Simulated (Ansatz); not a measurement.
# CH₄BNO: a spread of methods and bases

How do the results and run time of CH₄BNO respond when the settings are drawn wide?

The runs use Ansatz 0.2.0, Gaussian basis; the settings change from run to run.

1 further run of the same task is left out (it didn't finish).

### Step 1. The relaxed structure

The geometry comes from an earlier relaxation with PBE0-D4 in a triple-zeta def2 set; it is a stationary point, not always the lowest conformer.

SMILES `BOC=N`, 8 atoms, charge 0, spin multiplicity 1.

Atoms are counted from 1 here; the program's logs count them from 0.

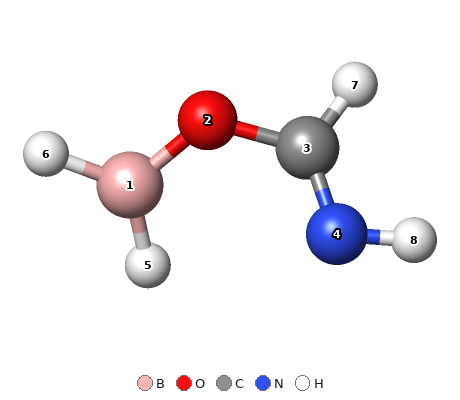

The structure; boron pink, oxygen red, carbon grey, nitrogen blue, hydrogen white; atoms are numbered from 1 in the order of the file.

Coordinates:

```xyz
8
charge 0, multiplicity 1
B    -0.6320    1.3252   -0.2147
O     0.4221    0.7019    0.3808
C     0.6868   -0.6185    0.2271
N    -0.2248   -1.4765    0.1998
H    -1.2644    0.7634   -1.0561
H    -0.8255    2.4512    0.1305
H     1.7635   -0.7951    0.1789
H     0.1662   -2.4088    0.0980
```

### Step 2. SPW92/aug-cc-pVDZ

The input, in.yaml:

```yaml
crystal:
  periodic: [false, false, false]
  atoms:
    - {symbol: B, position_ang: [-0.631967, 1.325189, -0.214735]}
    - {symbol: O, position_ang: [0.422099, 0.701885, 0.380830]}
    - {symbol: C, position_ang: [0.686843, -0.618548, 0.227075]}
    - {symbol: N, position_ang: [-0.224787, -1.476502, 0.199817]}
    - {symbol: H, position_ang: [-1.264403, 0.763421, -1.056079]}
    - {symbol: H, position_ang: [-0.825456, 2.451235, 0.130450]}
    - {symbol: H, position_ang: [1.763545, -0.795069, 0.178913]}
    - {symbol: H, position_ang: [0.166224, -2.408811, 0.098029]}
basis:
  gaussian: {orbitals: aug-cc-pVDZ}
hamiltonian: {xc: {name: SPW92}}
output: {forces: true}
```

Launch:

```console
$ ansatz run in.yaml --threads 2 --pin off --events-out ev --progress --plain --max-ram 4352MiB
```

What it wrote, cut to the lines that bear on the results:

```text
Functional definition: SPW92
  name "SPW92"
  cite "Dirac, Proc. Camb. Phil. Soc. 26, 376 (1930) doi:10.1017/S0305004100016108"
  cite "Slater, Phys. Rev. 81, 385 (1951) doi:10.1103/PhysRev.81.385"
  cite "Perdew & Wang, Phys. Rev. B 45, 13244 (1992) doi:10.1103/PhysRevB.45.13244"
[...]
1084 factors; their error is unknown
[...]
mean field -5271.23728516 eV, -193.7143972566 hartree, gradient 3.4e-5 eV, S^2 0.000000; 0 other end points of the search recorded, 0 dependent functions left out
[...]
reference -5271.23735464 eV, -193.7143998099 hartree; 15, 15 occupied and 113, 113 virtual orbitals, 1084 factors
Total energy: -5271.23735464 eV, -193.7143998099 hartree
Atom 0 at    -0.631967     1.325189    -0.214735 Å, force     0.151179    -0.115072     0.118884 eV/Å
Atom 1 at     0.422099     0.701885     0.380830 Å, force     0.027441     0.163532     0.099134 eV/Å
Atom 2 at     0.686843    -0.618548     0.227075 Å, force     0.097034     0.498472    -0.024482 eV/Å
Atom 3 at    -0.224787    -1.476502     0.199817 Å, force    -0.869974     0.041584     0.036773 eV/Å
Atom 4 at    -1.264403     0.763421    -1.056079 Å, force    -0.186588    -0.284419    -0.304004 eV/Å
Atom 5 at    -0.825456     2.451235     0.130450 Å, force    -0.032699     0.395885     0.153245 eV/Å
Atom 6 at     1.763545    -0.795069     0.178913 Å, force     0.615237    -0.085608    -0.023669 eV/Å
Atom 7 at     0.166224    -2.408811     0.098029 Å, force     0.198370    -0.614375    -0.055882 eV/Å
Dipole moment:     0.396374    -0.213271    -0.075438 e Å
```

It took 1.2 s on 2 threads of Arm Neoverse V1, shared host.

Largest force 0.872 eV/Å, dipole 2.19 D.

### Step 3. wB97X-V/ANO-RCC-VTZP

Options: high accuracy.

in.yaml: that of step 2 with these lines changed.

```diff
@@ -12,4 +12,5 @@
 basis:
-  gaussian: {orbitals: aug-cc-pVDZ}
-hamiltonian: {xc: {name: SPW92}}
+  gaussian: {orbitals: ANO-RCC-VTZP}
+hamiltonian: {xc: {name: wB97X-V}}
+accuracy: high
 output: {forces: true}
```

Same command.

What it wrote, cut to the lines that bear on the results:

```text
Functional definition: wB97X-V
  name "wB97X-V"
  cite "Mardirossian & Head-Gordon, Phys. Chem. Chem. Phys. 16, 9904 (2014) doi:10.1039/C3CP54374A"
  cite "Becke, J. Chem. Phys. 107, 8554 (1997) doi:10.1063/1.475007"
  cite "Vydrov & Van Voorhis, J. Chem. Phys. 133, 244103 (2010) doi:10.1063/1.3521275"
[...]
      + integral(e_c_pw_opposite_spin*poly(b97_u_opposite, cos0, cos1)) + vv10(b, c)
3389 factors; integrals over basis functions are off by at most 3.0e-9 eV
508 factors; integrals over basis functions are off by at most 2.1e-9 eV
[...]
mean field -5319.11467817 eV, -195.4738589974 hartree, gradient 9.5e-8 eV, S^2 0.000000; 0 other end points of the search recorded, 0 dependent functions left out
[...]
reference -5319.11467788 eV, -195.4738589865 hartree; 15, 15 occupied and 161, 161 virtual orbitals, 3389 factors
Total energy: -5319.11467788 eV, -195.4738589865 hartree
Relativity: scalar
Atom 0 at    -0.631967     1.325189    -0.214735 Å, force    -0.160307     0.119608    -0.091768 eV/Å
Atom 1 at     0.422099     0.701885     0.380830 Å, force     0.090232     0.186423     0.127076 eV/Å
Atom 2 at     0.686843    -0.618548     0.227075 Å, force     0.207946    -0.154285    -0.024071 eV/Å
Atom 3 at    -0.224787    -1.476502     0.199817 Å, force    -0.113450    -0.123628    -0.001863 eV/Å
Atom 4 at    -1.264403     0.763421    -1.056079 Å, force     0.000882    -0.006679    -0.000236 eV/Å
Atom 5 at    -0.825456     2.451235     0.130450 Å, force    -0.008164     0.004810    -0.002108 eV/Å
Atom 6 at     1.763545    -0.795069     0.178913 Å, force    -0.025362    -0.033954    -0.005497 eV/Å
Atom 7 at     0.166224    -2.408811     0.098029 Å, force     0.008223     0.007705    -0.001532 eV/Å
Dipole moment:     0.390110    -0.190110    -0.089301 e Å
```

It took 3.5 min on 2 threads of Arm Neoverse V1, shared host; peak memory 1.2 GiB.

Largest force 0.260 eV/Å, dipole 2.13 D.

### Step 4. r2SCANh/aug-cc-pVTZ

This run has multiplicity 3, atoms shaken by 0.15 Å, high accuracy.

The input, in.yaml:

```yaml
crystal:
  periodic: [false, false, false]
  atoms:
    - {symbol: B, position_ang: [-0.818426, 1.501399, -0.155703]}
    - {symbol: O, position_ang: [0.406754, 0.608046, 0.482085]}
    - {symbol: C, position_ang: [0.707558, -0.627508, 0.482173]}
    - {symbol: N, position_ang: [-0.260398, -1.196249, 0.228688]}
    - {symbol: H, position_ang: [-1.110377, 0.946077, -1.191555]}
    - {symbol: H, position_ang: [-0.723618, 2.361547, 0.153753]}
    - {symbol: H, position_ang: [1.766482, -0.704063, -0.007942]}
    - {symbol: H, position_ang: [0.352964, -2.234067, 0.571265]}
basis:
  gaussian: {orbitals: aug-cc-pVTZ}
magnetization: {spin_polarized: true, initial_magnetization: 2}
hamiltonian: {xc: {name: r2SCANh}}
accuracy: high
output: {forces: true}
```

Same command.

What it wrote, cut to the lines that bear on the results:

```text
Functional definition: r2SCANh
  name "r2SCANh"
  cite "Bursch, Neugebauer, Ehlert & Grimme, J. Chem. Phys. 156, 134105 (2022) doi:10.1063/5.0086040"
  cite "Furness, Kaplan, Ning, Perdew & Sun, J. Phys. Chem. Lett. 11, 8208 (2020) doi:10.1021/acs.jpclett.0c02405"
  cite "Furness, Kaplan, Ning, Perdew & Sun, J. Phys. Chem. Lett. 11, 9248 (2020) doi:10.1021/acs.jpclett.0c03077"
  parent r2scan
[...]
4254 factors; integrals over basis functions are off by at most 3.0e-9 eV
[...]
mean field -5304.29727225 eV, -194.9293293733 hartree, gradient 3.0e-8 eV, S^2 2.012251; 5 other end points of the search recorded, 0 dependent functions left out
[...]
reference -5304.29728263 eV, -194.9293297547 hartree; 16, 14 occupied and 260, 262 virtual orbitals, 4254 factors
Total energy: -5304.29728263 eV, -194.9293297547 hartree
Atom 0 at    -0.818426     1.501399    -0.155703 Å, force     0.095196   -14.208136    -4.201515 eV/Å
Atom 1 at     0.406754     0.608046     0.482085 Å, force     0.106693     6.259459     0.947094 eV/Å
Atom 2 at     0.707558    -0.627508     0.482173 Å, force    13.587866    10.197595    -0.158947 eV/Å
Atom 3 at    -0.260398    -1.196249     0.228688 Å, force   -10.137083   -15.757735    -2.501166 eV/Å
Atom 4 at    -1.110377     0.946077    -1.191555 Å, force    -0.208846     0.223375     0.606084 eV/Å
Atom 5 at    -0.723618     2.361547     0.153753 Å, force     1.191614    12.607647     4.540270 eV/Å
Atom 6 at     1.766482    -0.704063    -0.007942 Å, force    -1.153212    -0.951818     1.447878 eV/Å
Atom 7 at     0.352964    -2.234067     0.571265 Å, force    -3.482228     1.629612    -0.679698 eV/Å
Dipole moment:     0.506647    -0.582829     0.066447 e Å
```

Wall time 1.8 min (2 threads of Arm Neoverse V1, shared host); peak memory 2.5 GiB.

Largest force 18.903 eV/Å, dipole 3.72 D, ⟨S²⟩ 2.012.

### Step 5. rPW86-PBE/STO-3G

Set apart from the defaults: charge +1, multiplicity 2, finite nuclei.

The input, in.yaml:

```yaml
crystal:
  periodic: [false, false, false]
  atoms:
    - {symbol: B, position_ang: [-0.631967, 1.325189, -0.214735]}
    - {symbol: O, position_ang: [0.422099, 0.701885, 0.380830]}
    - {symbol: C, position_ang: [0.686843, -0.618548, 0.227075]}
    - {symbol: N, position_ang: [-0.224787, -1.476502, 0.199817]}
    - {symbol: H, position_ang: [-1.264403, 0.763421, -1.056079]}
    - {symbol: H, position_ang: [-0.825456, 2.451235, 0.130450]}
    - {symbol: H, position_ang: [1.763545, -0.795069, 0.178913]}
    - {symbol: H, position_ang: [0.166224, -2.408811, 0.098029]}
basis:
  gaussian: {orbitals: STO-3G, nuclear_model: gaussian}
total_charge: 1
magnetization: {spin_polarized: true, initial_magnetization: 1}
hamiltonian: {xc: {name: rPW86-PBE}}
```

Launched as before.

What it wrote:

```text
Functional definition: rPW86-PBE
  name "rPW86-PBE"
  cite "Murray, Lee & Langreth, J. Chem. Theory Comput. 5, 2754 (2009) doi:10.1021/ct900365q"
  cite "Perdew, Burke & Ernzerhof, Phys. Rev. Lett. 77, 3865 (1996) doi:10.1103/PhysRevLett.77.3865"
  parent pbe
  exchange = rpw86_x
  correlation = pbe_c
332 factors; integrals over basis functions are off by at most 4.3e-5 eV
mean field evaluation 1: about -5241.2983 eV, gradient 2.5e1 eV
mean field evaluation 2: about -5178.3803 eV, gradient 7.7e1 eV
mean field evaluation 4: about -5245.0673 eV, gradient 1.6e1 eV
mean field evaluation 8: about -5247.1449 eV, gradient 2.3e0 eV
mean field evaluation 16: about -5247.1385 eV, gradient 4.0e-2 eV
mean field -5247.13855918 eV, -192.8287854117 hartree, gradient 2.2e-5 eV, S^2 0.755705; 2 other end points of the search recorded, 0 dependent functions left out
reference -5247.13862189 eV, -192.8287877161 hartree; 15, 14 occupied and 9, 10 virtual orbitals, 332 factors
Total energy: -5247.13862189 eV, -192.8287877161 hartree
```

Run time: 3.5 s. Hardware: 2 threads of Arm Neoverse V1, shared host.

⟨S²⟩ 0.756.

### Step 6. B3LYP5/def2-SVPD

This run has charge +1, multiplicity 2, restricted open-shell orbitals, atoms shaken by 0.15 Å, the search for lower states set to off.

The input, in.yaml:

```yaml
crystal:
  periodic: [false, false, false]
  atoms:
    - {symbol: B, position_ang: [-0.537159, 1.445845, -0.091695]}
    - {symbol: O, position_ang: [0.226785, 0.956393, 0.184125]}
    - {symbol: C, position_ang: [0.814175, -0.588790, -0.149899]}
    - {symbol: N, position_ang: [-0.257278, -1.520051, -0.027338]}
    - {symbol: H, position_ang: [-1.226372, 0.667229, -0.998182]}
    - {symbol: H, position_ang: [-1.081177, 2.643629, 0.084852]}
    - {symbol: H, position_ang: [1.593479, -0.789950, 0.296367]}
    - {symbol: H, position_ang: [0.177598, -2.550023, 0.185370]}
basis:
  gaussian: {orbitals: def2-SVPD}
total_charge: 1
magnetization: {spin_polarized: false, initial_magnetization: 1}
hamiltonian: {xc: {name: B3LYP5}}
scf: {lower_state_search: off}
```

Same command.

What it wrote, cut to the lines that bear on the results:

```text
Functional definition: B3LYP5
  name "B3LYP5"
  cite "Stephens, Devlin, Chabalowski & Frisch, J. Phys. Chem. 98, 11623 (1994) doi:10.1021/j100096a001"
  cite "Becke, Phys. Rev. A 38, 3098 (1988) doi:10.1103/PhysRevA.38.3098"
  cite "Lee, Yang & Parr, Phys. Rev. B 37, 785 (1988) doi:10.1103/PhysRevB.37.785"
  cite "Vosko, Wilk & Nusair, Can. J. Phys. 58, 1200 (1980) doi:10.1139/p80-159"
[...]
944 factors; their error is unknown
[...]
mean field -5288.19949984 eV, -194.3377471487 hartree, gradient 4.9e-6 eV, S^2 0.750000; 0 other end points of the search recorded, 0 dependent functions left out
reference -5288.19974256 eV, -194.3377560685 hartree; 15, 14 occupied and 100, 101 virtual orbitals, 944 factors
Total energy: -5288.19974256 eV, -194.3377560685 hartree
Checks for a lower state left out: stability, starts, cluster_reference, orbital_swaps, neighbouring_geometries, increment
```

Wall time 1.6 s (2 threads of Arm Neoverse V1, shared host).

### Step 7. PBE/def2-SVPD

This run has multiplicity 3, the search for lower states set to light.

The input, in.yaml:

```yaml
crystal:
  periodic: [false, false, false]
  atoms:
    - {symbol: B, position_ang: [-0.631967, 1.325189, -0.214735]}
    - {symbol: O, position_ang: [0.422099, 0.701885, 0.380830]}
    - {symbol: C, position_ang: [0.686843, -0.618548, 0.227075]}
    - {symbol: N, position_ang: [-0.224787, -1.476502, 0.199817]}
    - {symbol: H, position_ang: [-1.264403, 0.763421, -1.056079]}
    - {symbol: H, position_ang: [-0.825456, 2.451235, 0.130450]}
    - {symbol: H, position_ang: [1.763545, -0.795069, 0.178913]}
    - {symbol: H, position_ang: [0.166224, -2.408811, 0.098029]}
basis:
  gaussian: {orbitals: def2-SVPD}
magnetization: {spin_polarized: true, initial_magnetization: 2}
hamiltonian: {xc: {name: PBE}}
scf: {lower_state_search: light}
```

The command is unchanged.

What it wrote:

```text
Functional definition: PBE
  name "PBE"
  cite "Perdew, Burke & Ernzerhof, Phys. Rev. Lett. 77, 3865 (1996) doi:10.1103/PhysRevLett.77.3865"
  parent pbe
  parameter kappa = 0.804
  parameter beta = 0.06672455060314922
  exchange = pbe_x(kappa = kappa, mu = beta*pi^2/3)
  correlation = pbe_c(beta = beta)
944 factors; their error is unknown
mean field evaluation 1: about -5294.7330 eV, gradient 3.5e1 eV
mean field evaluation 2: about -5266.3503 eV, gradient 8.1e1 eV
mean field evaluation 4: about -5291.9128 eV, gradient 3.2e1 eV
mean field evaluation 8: about -5300.4851 eV, gradient 1.6e-1 eV
mean field evaluation 16: about -5300.4856 eV, gradient 5.5e-4 eV
mean field evaluation 32: about -5300.4663 eV, gradient 7.1e-1 eV
mean field evaluation 64: about -5300.1875 eV, gradient 4.7e0 eV
mean field -5300.48555463 eV, -194.7892513343 hartree, gradient 4.0e-6 eV, S^2 2.004415; 8 other end points of the search recorded, 0 dependent functions left out
reference -5300.48559742 eV, -194.7892529069 hartree; 16, 14 occupied and 99, 101 virtual orbitals, 944 factors
Total energy: -5300.48559742 eV, -194.7892529069 hartree
```

Run time: 8.5 s. Hardware: 2 threads of Arm Neoverse V1, shared host; peak memory 0.26 GiB.

⟨S²⟩ 2.004.

### Step 8. B97/aug-pcseg-2

Options: charge -1, multiplicity 2, atoms shaken by 0.15 Å.

The input, in.yaml:

```yaml
crystal:
  periodic: [false, false, false]
  atoms:
    - {symbol: B, position_ang: [-0.851770, 1.084378, 0.056342]}
    - {symbol: O, position_ang: [0.377486, 0.778493, 0.195453]}
    - {symbol: C, position_ang: [0.542319, -0.434469, 0.298092]}
    - {symbol: N, position_ang: [-0.232752, -1.405862, 0.412268]}
    - {symbol: H, position_ang: [-1.115733, 0.913746, -1.223720]}
    - {symbol: H, position_ang: [-0.845112, 2.572992, 0.121262]}
    - {symbol: H, position_ang: [1.586385, -0.931143, 0.131575]}
    - {symbol: H, position_ang: [-0.050897, -2.514936, 0.247612]}
basis:
  gaussian: {orbitals: aug-pcseg-2}
total_charge: -1
magnetization: {spin_polarized: true, initial_magnetization: 1}
hamiltonian: {xc: {name: B97}}
output: {forces: true}
```

The command is unchanged.

What it wrote, cut to the lines that bear on the results:

```text
Functional definition: B97
  name "B97"
  cite "Becke, J. Chem. Phys. 107, 8554 (1997) doi:10.1063/1.475007"
[...]
      + integral(e_c_pw_opposite_spin*poly(b97_u_opposite, cos0, cos1, cos2))
1023 factors; their error is unknown
[...]
mean field -5312.18041386 eV, -195.2190294843 hartree, gradient 4.9e-6 eV, S^2 0.753933; 10 other end points of the search recorded, 0 dependent functions left out
[...]
reference -5312.18048592 eV, -195.2190321324 hartree; 16, 15 occupied and 260, 261 virtual orbitals, 1023 factors
Total energy: -5312.18048592 eV, -195.2190321324 hartree
Atom 0 at    -0.851770     1.084378     0.056342 Å, force    -7.712002     6.667501    -3.601646 eV/Å
Atom 1 at     0.377486     0.778493     0.195453 Å, force     6.291036     0.909004     2.033093 eV/Å
Atom 2 at     0.542319    -0.434469     0.298092 Å, force     6.668744    -7.806390    -1.012705 eV/Å
Atom 3 at    -0.232752    -1.405862     0.412268 Å, force    -4.608155    -3.962729     0.091837 eV/Å
Atom 4 at    -1.115733     0.913746    -1.223720 Å, force    -0.683750    -0.286686     1.254312 eV/Å
Atom 5 at    -0.845112     2.572992     0.121262 Å, force    -0.490428    -1.962607     0.342654 eV/Å
Atom 6 at     1.586385    -0.931143     0.131575 Å, force    -0.113137     2.261262     0.168427 eV/Å
Atom 7 at    -0.050897    -2.514936     0.247612 Å, force     0.647691     4.180645     0.724028 eV/Å
Dipole moment:     1.052256    -1.019157     0.018240 e Å
```

Run time: 63 s. Hardware: 2 threads of Arm Neoverse V1, shared host; peak memory 1.2 GiB.

Largest force 10.812 eV/Å, ⟨S²⟩ 0.754.

### Step 9. B2PLYP/def2-TZVPD

This run has atoms shaken by 0.03 Å, high accuracy.

The input, in.yaml:

```yaml
crystal:
  periodic: [false, false, false]
  atoms:
    - {symbol: B, position_ang: [-0.636161, 1.436298, -0.216117]}
    - {symbol: O, position_ang: [0.382535, 0.731543, 0.403483]}
    - {symbol: C, position_ang: [0.721677, -0.602481, 0.179453]}
    - {symbol: N, position_ang: [-0.272246, -1.494834, 0.192374]}
    - {symbol: H, position_ang: [-1.272077, 0.733801, -1.067410]}
    - {symbol: H, position_ang: [-0.790738, 2.437518, 0.150036]}
    - {symbol: H, position_ang: [1.797321, -0.861963, 0.166456]}
    - {symbol: H, position_ang: [0.200168, -2.429197, 0.038594]}
basis:
  gaussian: {orbitals: def2-TZVPD}
hamiltonian: {xc: {name: B2PLYP}}
accuracy: high
```

Same command.

What it wrote, cut to the lines that bear on the results:

```text
Functional definition: B2PLYP
  name "B2PLYP"
  cite "Grimme, J. Chem. Phys. 124, 034108 (2006) doi:10.1063/1.2148954"
  cite "Becke, Phys. Rev. A 38, 3098 (1988) doi:10.1103/PhysRevA.38.3098"
  cite "Lee, Yang & Parr, Phys. Rev. B 37, 785 (1988) doi:10.1103/PhysRevB.37.785"
[...]
3127 factors; integrals over basis functions are off by at most 3.5e-9 eV
[...]
mean field -5306.68574252 eV, -195.0171040369 hartree, gradient 1.8e-8 eV, S^2 0.000000; 0 other end points of the search recorded, 0 dependent functions left out
4 core orbitals not correlated: weight in the atoms' cores, before any rotation towards them, 1.000 or more for the frozen orbitals, at most 0.000 for the correlated occupied ones
reference -5306.68576940 eV, -195.0171050245 hartree; 11, 11 occupied and 172, 172 virtual orbitals, 3127 factors
second order -23.30102132 eV of doubles, -0.00000000 eV of singles
Total energy: -5312.97704515 eV, -195.2483051441 hartree
```

Wall time 16 s (2 threads of Arm Neoverse V1, shared host); peak memory 0.88 GiB.

### Step 10. SPW92/aug-cc-pVDZ

Options: charge +1, multiplicity 2, atoms shaken by 0.03 Å, high accuracy.

The input, in.yaml:

```yaml
crystal:
  periodic: [false, false, false]
  atoms:
    - {symbol: B, position_ang: [-0.583858, 1.301754, -0.245302]}
    - {symbol: O, position_ang: [0.420897, 0.675715, 0.396922]}
    - {symbol: C, position_ang: [0.708458, -0.630514, 0.196322]}
    - {symbol: N, position_ang: [-0.251529, -1.477032, 0.110613]}
    - {symbol: H, position_ang: [-1.283308, 0.806163, -1.017916]}
    - {symbol: H, position_ang: [-0.872295, 2.432826, 0.142638]}
    - {symbol: H, position_ang: [1.724109, -0.807325, 0.166021]}
    - {symbol: H, position_ang: [0.185446, -2.424486, 0.113261]}
basis:
  gaussian: {orbitals: aug-cc-pVDZ}
total_charge: 1
magnetization: {spin_polarized: true, initial_magnetization: 1}
hamiltonian: {xc: {name: SPW92}}
accuracy: high
```

The command is unchanged.

What it wrote:

```text
Functional definition: SPW92
  name "SPW92"
  cite "Dirac, Proc. Camb. Phil. Soc. 26, 376 (1930) doi:10.1017/S0305004100016108"
  cite "Slater, Phys. Rev. 81, 385 (1951) doi:10.1103/PhysRev.81.385"
  cite "Perdew & Wang, Phys. Rev. B 45, 13244 (1992) doi:10.1103/PhysRevB.45.13244"
  exchange = slater_x
  correlation = pw_c
2548 factors; integrals over basis functions are off by at most 3.0e-9 eV
mean field evaluation 1: about -5240.7103 eV, gradient 6.7e1 eV
mean field evaluation 2: about -5104.1118 eV, gradient 1.5e2 eV
mean field evaluation 4: about -5247.4713 eV, gradient 4.8e1 eV
mean field evaluation 8: about -5258.6441 eV, gradient 1.3e1 eV
mean field evaluation 16: about -5260.3269 eV, gradient 4.7e-1 eV
mean field evaluation 32: about -5259.9459 eV, gradient 3.0e0 eV
mean field -5260.33249369 eV, -193.3136535619 hartree, gradient 7.7e-8 eV, S^2 0.752881; 4 other end points of the search recorded, 0 dependent functions left out
reference -5260.33250662 eV, -193.3136540369 hartree; 15, 14 occupied and 113, 114 virtual orbitals, 2548 factors
Total energy: -5260.33250662 eV, -193.3136540369 hartree
```

It took 7.5 s on 2 threads of Arm Neoverse V1, shared host; peak memory 0.47 GiB.

⟨S²⟩ 0.753.

### Step 11. All runs side by side

| level | charge | multiplicity | geometry | functions | energy (eV) | time |
| --- | --- | --- | --- | --- | --- | --- |
| SPW92/aug-cc-pVDZ | 0 | 1 | relaxed | 128 | -5271.237 | 1.2 s |
| wB97X-V/ANO-RCC-VTZP | 0 | 1 | relaxed | 176 | -5319.115 | 3.5 min |
| r2SCANh/aug-cc-pVTZ | 0 | 3 | shaken | 276 | -5304.297 | 1.8 min |
| rPW86-PBE/STO-3G | 1 | 2 | relaxed | 24 | -5247.139 | 3.5 s |
| B3LYP5/def2-SVPD | 1 | 2 | shaken | 115 | -5288.200 | 1.6 s |
| PBE/def2-SVPD | 0 | 3 | relaxed | 115 | -5300.486 | 8.5 s |
| B97/aug-pcseg-2 | -1 | 2 | shaken | 276 | -5312.180 | 63 s |
| B2PLYP/def2-TZVPD | 0 | 1 | shaken | 187 | -5312.977 | 16 s |
| SPW92/aug-cc-pVDZ | 1 | 2 | shaken | 128 | -5260.333 | 7.5 s |

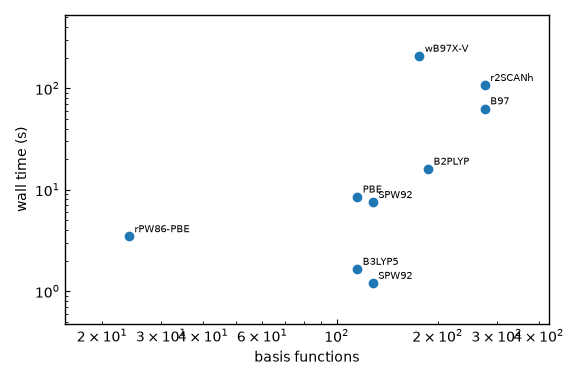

Wall time against the number of basis functions (shared host).

### Step 12. Outcome

| quantity | value |
| --- | --- |
| runs | 9 |
| quickest | SPW92/aug-cc-pVDZ, 1.2 s |
| slowest | wB97X-V/ANO-RCC-VTZP, 3.5 min |
| spread of total energies, same state and geometry | 47.9 eV |
| dipole, same state and geometry | 2.13 to 2.19 D |

In words: Run time spans a factor of 173, from SPW92/aug-cc-pVDZ to wB97X-V/ANO-RCC-VTZP. The jobs differ in tasks and options as well as level. The totals spread over 48 eV; they can't be compared across methods or bases. At the PBE0-D4/def2-TZVP geometry and in the same state, runs without warnings or point charges leave forces up to 0.87 eV/Å (SPW92/aug-cc-pVDZ).
